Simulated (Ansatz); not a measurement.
## Two runs on CH₄BrGa

System: CH₄BrGa.
Method of the first run: RKS BLYP-D4/def2-TZVPP (Ansatz 0.2.0).

The geometry comes from this level: PBE0-D4/def2-TZVP. Text and figures count atoms from 1; the logs count them from 0 in places.

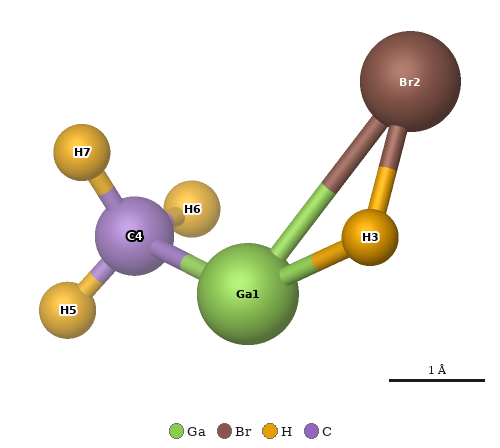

**Figure 1.** The input geometry (ball-and-stick view, seen at a tilt; atoms are numbered from 1 in the order of the input). Sticks mark near contacts. Bond lengths as drawn: Br–Ga 2.87 Å, Br–H 1.74 Å, C–Ga 1.98 Å, C–H 1.09 Å and Ga–H 1.70 Å.

Input, the first run:
```yaml
crystal:
  periodic: [false, false, false]
  atoms:
    - {symbol: Ga, position_ang: [-0.833798, -0.752471, -0.233582]}
    - {symbol: Br, position_ang: [1.275988, -1.440662, -2.049203]}
    - {symbol: H, position_ang: [-0.333035, -1.797389, -1.482894]}
    - {symbol: C, position_ang: [-0.135409, 0.781418, 0.800967]}
    - {symbol: H, position_ang: [-0.863891, 1.133620, 1.533319]}
    - {symbol: H, position_ang: [0.110380, 1.595684, 0.114423]}
    - {symbol: H, position_ang: [0.779766, 0.479801, 1.316971]}
basis:
  gaussian: {orbitals: def2-TZVPP}
hamiltonian: {xc: {name: BLYP}, dispersion: d4}
```

Launched with:
```bash
ansatz run in.yaml --threads 4 --pin off --events-out ev --progress --plain --max-ram 9574MiB
```

Hardware: 4 threads of Arm Neoverse V1, 23 GiB of memory available, shared host.

Output (the first run):
```
Functional definition: BLYP
  parameter beta = 0.0042
  parameter a = 0.04918
  parameter b = 0.132
  parameter c = 0.2533
  parameter d = 0.349
  exchange = b88_x(beta = beta)
  correlation = lyp_c(a = a, b = b, c = c, d = d)
1160 factors; their error is unknown
mean field evaluation 1: about -123516.6505 eV, gradient 7.7e1 eV
mean field evaluation 2: about -123477.1347 eV, gradient 1.3e2 eV
mean field evaluation 4: about -123525.4777 eV, gradient 2.9e1 eV
mean field evaluation 8: about -123528.6800 eV, gradient 2.0e-1 eV
mean field evaluation 16: about -123528.6420 eV, gradient 2.0e-4 eV
mean field -123528.64200222 eV, -4539.5938628609 hartree, gradient 4.8e-5 eV, S^2 0.000000; 0 other end points of the search recorded, 0 dependent functions left out
reference -123528.64233142 eV, -4539.5938749588 hartree; 38, 38 occupied and 145, 145 virtual orbitals, 1160 factors
Total energy: -123528.91348806 eV, -4539.6038397813 hartree
```

For the second run the input was changed thus:
```diff
-    - {symbol: Ga, position_ang: [-0.833798, -0.752471, -0.233582]}
-    - {symbol: Br, position_ang: [1.275988, -1.440662, -2.049203]}
-    - {symbol: H, position_ang: [-0.333035, -1.797389, -1.482894]}
-    - {symbol: C, position_ang: [-0.135409, 0.781418, 0.800967]}
-    - {symbol: H, position_ang: [-0.863891, 1.133620, 1.533319]}
-    - {symbol: H, position_ang: [0.110380, 1.595684, 0.114423]}
-    - {symbol: H, position_ang: [0.779766, 0.479801, 1.316971]}
+    - {symbol: Ga, position_ang: [0.060371, -0.292777, -0.305684]}
+    - {symbol: Br, position_ang: [0.649351, -2.913744, -3.067379]}
+    - {symbol: H, position_ang: [0.423729, -1.915781, -2.014878]}
+    - {symbol: C, position_ang: [-0.239479, 1.079620, 1.135912]}
+    - {symbol: H, position_ang: [-1.232740, 0.967626, 1.584725]}
+    - {symbol: H, position_ang: [-0.165066, 2.095646, 0.732752]}
+    - {symbol: H, position_ang: [0.503835, 0.979409, 1.934552]}
```

What does this change do to the results?

With the same method and basis, the second run lies 4.5 kcal/mol lower.

Output (the second run):
```
Functional definition: BLYP
  parameter beta = 0.0042
  parameter a = 0.04918
  parameter b = 0.132
  parameter c = 0.2533
  parameter d = 0.349
  exchange = b88_x(beta = beta)
  correlation = lyp_c(a = a, b = b, c = c, d = d)
1160 factors; their error is unknown
mean field evaluation 1: about -123516.4940 eV, gradient 7.7e1 eV
mean field evaluation 2: about -123459.1261 eV, gradient 1.4e2 eV
mean field evaluation 4: about -123528.3533 eV, gradient 1.3e1 eV
mean field evaluation 8: about -123528.8961 eV, gradient 9.7e-2 eV
mean field evaluation 16: about -123528.8541 eV, gradient 6.0e-5 eV
mean field -123528.85406225 eV, -4539.6016559230 hartree, gradient 6.0e-5 eV, S^2 0.000000; 0 other end points of the search recorded, 0 dependent functions left out
reference -123528.85441885 eV, -4539.6016690279 hartree; 38, 38 occupied and 145, 145 virtual orbitals, 1160 factors
Total energy: -123529.10877802 eV, -4539.6110165550 hartree
```

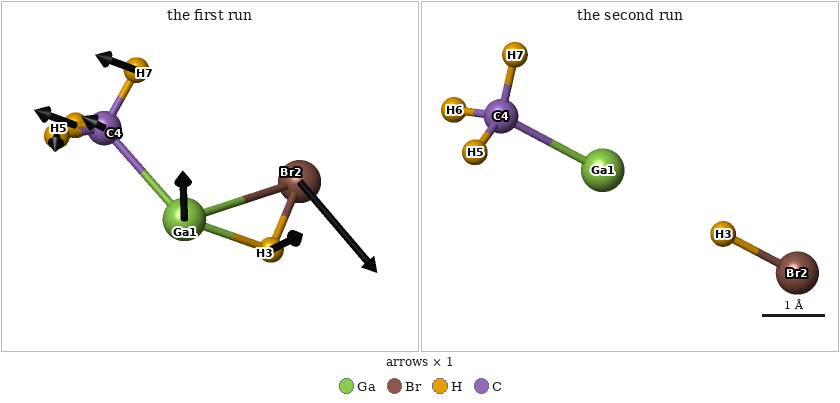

**Figure 2.** The two input geometries at one scale (ball-and-stick view, seen at a tilt). The black arrows on the first give the shifts of the atoms after the best rigid fit, at true length. The largest move after the best rigid fit is that of Br2, 1.96 Å. Largest moves by element: Br 1.96 Å, Ga 1.00 Å, H 0.87 Å, C 0.46 Å. Among the contacts that change: Ga1–Br2 2.867 → 3.853 Å, Ga1–H3 1.704 → 2.385 Å, Br2–H3 1.743 → 1.468 Å, Ga1–C4 1.978 → 2.013 Å.

The two runs side by side:

| quantity | the first run | the second run |
| --- | --- | --- |
| outcome | converged | converged |
| total energy (hartree) | −4539.603840 | −4539.611017 |
| basis functions | 183 | 183 |
| wall time (shared host) | 1.4 s | 1.2 s |
